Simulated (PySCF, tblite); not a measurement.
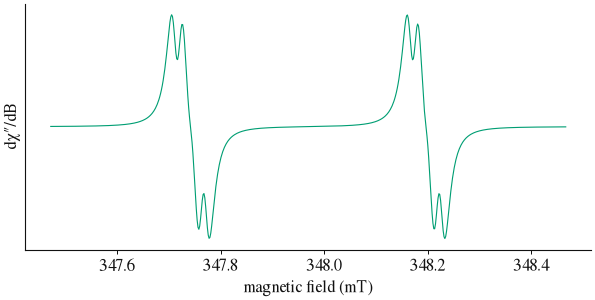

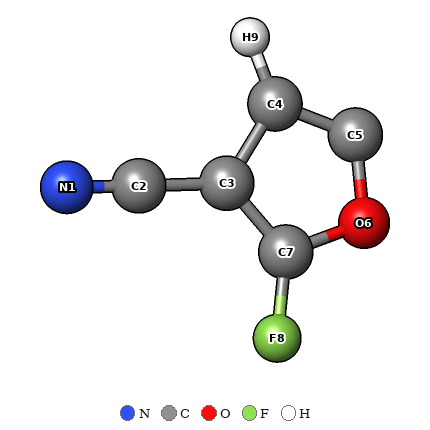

First-order isotropic EPR spectrum (fast tumbling, first derivative) of C₅HFNO, SMILES N#Cc1c[c]oc1F, doublet at 9.75 GHz, Lorentzian lines of 0.03 mT full width at half height, from computed g and hyperfine couplings (B3LYP/pcH-1 with PySCF 2.14.0, at a GFN2-xTB geometry (a minimum by its frequencies), gas phase); values of one conformer, averaged over methyl-type rotors alone; no vibrational averaging; dilute isotopes left out. The SMILES is one Lewis form and needn't show where the spin sits.

### Which couplings does the calculation give? The spectrum shows the sizes of those above the line width, not their signs.

| nuclei | isotope | a (mT) | a (MHz) |
| --- | --- | --- | --- |
| H9 | ¹H | 0.45 | 12.7 |
| F8 | ¹⁹F | 0.03 | 0.8 |
| N1 | ¹⁴N | 0.02 | 0.5 |

### What is the g value, and how wide is the spectrum?

g_iso = 2.0019, which centres the spectrum at 348.0 mT; it spans 0.5 mT.

Caveats: the tight-binding geometry is rougher than a DFT one and adds to the error.
